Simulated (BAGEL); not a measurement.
# ZnBH3O (SMILES [BH2][Zn][OH]) at PBE0/cc-pVDZ (density fitting with qzvpp-jkfit)

Aim: the energy change on altering one bond length of ZnBH3O at PBE0/cc-pVDZ (density fitting with qzvpp-jkfit), from 2 runs. 

The results are computed with BAGEL 1.2.2.

4 further runs of the same task are left out: 4 that didn't finish. Runs told in other sessions of the task aren't counted.

## 1. The molecule

The species is ZnBH3O (6 atoms), meant as a singlet with charge 0. As SMILES, `[BH2][Zn][OH]`. Geometry: relaxed at PBE0-D4/def2-TZVP.

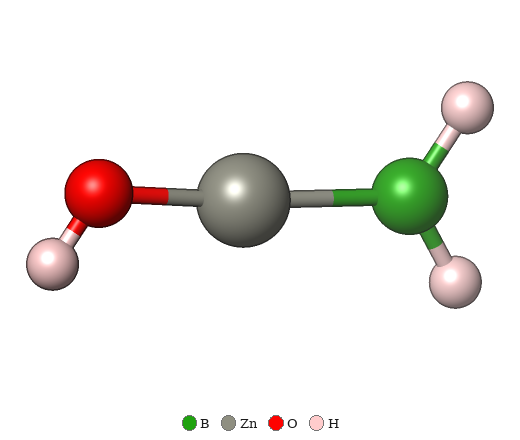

The structure, seen from a chosen angle (boron green, zinc grey, oxygen red, hydrogen pink).

## 2. The energy at PBE0/cc-pVDZ (density fitting with qzvpp-jkfit)

File input.json:

```json
{ "bagel": [

{
  "title": "molecule",
  "basis": "cc-pvdz.json",
  "df_basis": "qzvpp-jkfit",
  "angstrom": "true",
  "geometry": [
    { "atom": "B", "xyz": [   -1.105600,    0.409400,   -0.906500 ] },
    { "atom": "Zn", "xyz": [    0.421100,   -0.026500,    0.368400 ] },
    { "atom": "O", "xyz": [    1.765400,   -0.289800,    1.510000 ] },
    { "atom": "H", "xyz": [   -1.663900,   -0.437200,   -1.543000 ] },
    { "atom": "H", "xyz": [   -1.498500,    1.529200,   -1.064800 ] },
    { "atom": "H", "xyz": [    2.081400,   -1.185100,    1.636000 ] }
  ]
},
{
  "title": "ks",
  "xc_func": "pbe0"
},
{
  "title": "print",
  "file": "orbitals.molden",
  "orbitals": "true"
}

]}
```

The basis set cc-pVDZ is read from a file made from the Basis Set Exchange's data (not shown).

Command:

```bash
BAGEL_NUM_THREADS=1 BAGEL input.json > input.out
```

Output:

```text
* using 1 threads per process

  ===============================================================
  ===============================================================

  *** Geometry ***

  { "atom" : "B", "xyz" : [     -2.089281,      0.773654,     -1.713037 ] },
  { "atom" : "Zn", "xyz" : [      0.795764,     -0.050078,      0.696175 ] },
  { "atom" : "O", "xyz" : [      3.336123,     -0.547643,      2.853486 ] },
  { "atom" : "H", "xyz" : [     -3.144315,     -0.826188,     -2.915847 ] },
  { "atom" : "H", "xyz" : [     -2.831755,      2.889769,     -2.012180 ] },
  { "atom" : "H", "xyz" : [      3.933276,     -2.239514,      3.091592 ] },

  Number of auxiliary basis functions:      470

  Since a DF basis is specified, we compute 2- and 3-index integrals:
    o Being stored without compression. Storage requirement is 0.028 GB

  Number of basis functions:       86
  Number of electrons      :       46

    * METHOD: MOLECULE                             0.29

  *** Kohn-Sham DFT ***

    * Removing 8802 points whose weight is below 1.00e-10
    * Grid points: 80634

  === Nuclear Repulsion ===
   145.2752206503

       - DIIS with orbital gradients will be used.

  === KS iteration (pbe0 / cc-pvdz.json) ===
      0      -1639.93230108          0.15947977           0.30
      1      -1664.62136470          0.22182935           0.28
      2      -1661.27334193          0.26645438           0.28
      3      -1839.72604991          0.25827338           0.29
      4      -1862.68419704          0.16112093           0.29
      5      -1847.52353848          0.25877214           0.28
      6      -1846.41012781          0.26371785           0.28
      7      -1713.91949518          0.29775414           0.28
      8      -1880.45962079          0.03080791           0.29
      9      -1876.95861814          0.09366103           0.28
     10      -1880.68852926          0.03234008           0.28
     11      -1880.86560522          0.01249216           0.28
     12      -1880.90868371          0.00480018           0.28
     13      -1880.91379601          0.00069374           0.28
     14      -1880.91399282          0.00026564           0.28
     15      -1880.91403492          0.00001796           0.29
     16      -1880.91403507          0.00000352           0.28
     17      -1880.91403508          0.00000098           0.29
     18      -1880.91403508          0.00000058           0.29
     19      -1880.91403508          0.00000016           0.29
     20      -1880.91403508          0.00000011           0.29
     21      -1880.91403508          0.00000002           0.29
     22      -1880.91403508          0.00000001           0.30
    * SCF iteration converged.

    * Permanent dipole moment:
           (    0.295218,     0.443353,     0.335840) a.u.

    * METHOD: KS                                   7.05

    * METHOD: PRINT                                0.02

  ===============================================================
```

It took 7.5 s on 1 thread of Arm Neoverse V1, shared host; peak memory 0.35 GiB.

## 3. The distorted shape, same level

File input.json:

```json
{ "bagel": [

{
  "title": "molecule",
  "basis": "cc-pvdz.json",
  "df_basis": "qzvpp-jkfit",
  "angstrom": true,
  "geometry": [
    { "atom": "B", "xyz": [      -0.909136,      -0.150539,      -0.827345 ] },
    { "atom": "Zn", "xyz": [       0.617564,      -0.586439,       0.447555 ] },
    { "atom": "O", "xyz": [       1.961864,      -0.849739,       1.589155 ] },
    { "atom": "H", "xyz": [      -1.467436,      -0.997139,      -1.463845 ] },
    { "atom": "H", "xyz": [      -1.498500,       1.529200,      -1.064800 ] },
    { "atom": "H", "xyz": [       2.277864,      -1.745039,       1.715155 ] }
  ]
},

{ "title": "ks", "xc_func": "pbe0" },

{ "title": "print", "file": "orbitals.molden", "orbitals": true }

]}
```

The basis set cc-pVDZ is read from a file made from the Basis Set Exchange's data (not shown).

Command:

```bash
BAGEL_NUM_THREADS=1 BAGEL input.json > input.out
```

Output:

```text
* using 1 threads per process

  ===============================================================
  ===============================================================

  *** Geometry ***

  { "atom" : "B", "xyz" : [     -1.718018,     -0.284477,     -1.563455 ] },
  { "atom" : "Zn", "xyz" : [      1.167027,     -1.108209,      0.845756 ] },
  { "atom" : "O", "xyz" : [      3.707386,     -1.605774,      3.003068 ] },
  { "atom" : "H", "xyz" : [     -2.773052,     -1.884320,     -2.766266 ] },
  { "atom" : "H", "xyz" : [     -2.831755,      2.889769,     -2.012180 ] },
  { "atom" : "H", "xyz" : [      4.304539,     -3.297646,      3.241173 ] },

  Number of auxiliary basis functions:      470

  Since a DF basis is specified, we compute 2- and 3-index integrals:
    o Being stored without compression. Storage requirement is 0.028 GB

  Number of basis functions:       86
  Number of electrons      :       46

    * METHOD: MOLECULE                             0.29

  *** Kohn-Sham DFT ***

    * Removing 8316 points whose weight is below 1.00e-10
    * Grid points: 81120

  === Nuclear Repulsion ===
   143.5728979832

       - DIIS with orbital gradients will be used.

  === KS iteration (pbe0 / cc-pvdz.json) ===
      0      -1640.48303283          0.15958706           0.29
      1      -1666.70021707          0.22152716           0.27
      2      -1657.11289396          0.23000642           0.27
      3      -1867.14192595          0.15011915           0.27
      4      -1851.25074811          0.25629252           0.27
      5      -1846.90654498          0.26407007           0.26
      6      -1848.89569588          0.26721638           0.27
      7      -1717.63229803          0.25865312           0.28
      8      -1874.89123739          0.11853057           0.28
      9      -1875.19260732          0.12152147           0.28
     10      -1877.38759767          0.09014915           0.27
     11      -1878.64205381          0.08383327           0.28
     12      -1878.98710582          0.07479600           0.28
     13      -1880.26708622          0.05118828           0.28
     14      -1880.80020507          0.01235196           0.28
     15      -1880.84316274          0.00427595           0.28
     16      -1880.84981940          0.00120342           0.28
     17      -1880.85025919          0.00027659           0.28
     18      -1880.85030886          0.00008357           0.28
     19      -1880.85031211          0.00001992           0.28
     20      -1880.85031235          0.00000188           0.28
     21      -1880.85031236          0.00000119           0.28
     22      -1880.85031236          0.00000024           0.28
     23      -1880.85031236          0.00000014           0.28
     24      -1880.85031236          0.00000003           0.28
     25      -1880.85031236          0.00000001           0.28
     26      -1880.85031236          0.00000001           0.28
    * SCF iteration converged.

    * Permanent dipole moment:
           (    0.101014,     0.813017,     0.226654) a.u.

    * METHOD: KS                                   7.91

    * METHOD: PRINT                                0.02

  ===============================================================
```

Run time: 8.4 s. Hardware: 1 thread of Arm Neoverse V1, shared host; peak memory 0.35 GiB.

## 4. What came out

At PBE0/cc-pVDZ (density fitting with qzvpp-jkfit):

```
                                                         quantity           value
                                        first shape: total energy  -1880.91404 Eh
                                       first shape: dipole moment          1.60 D
                                         first shape: HOMO energy        -7.67 eV
                                         first shape: LUMO energy        -2.47 eV
                                       first shape: HOMO–LUMO gap         5.20 eV
                                    distorted shape: total energy  -1880.85031 Eh
                                   distorted shape: dipole moment          2.16 D
                                     distorted shape: HOMO energy        -7.58 eV
                                     distorted shape: LUMO energy        -2.72 eV
                                   distorted shape: HOMO–LUMO gap         4.86 eV
energy change with the B1–H5 bond stretched from 1.197 to 1.796 Å        1.734 eV
```

**Reading.** With the B1–H5 bond stretched from 1.197 to 1.796 Å the energy rises by 1.73 eV (40 kcal/mol). The first shape isn't relaxed at this level, so the change isn't measured from a minimum.
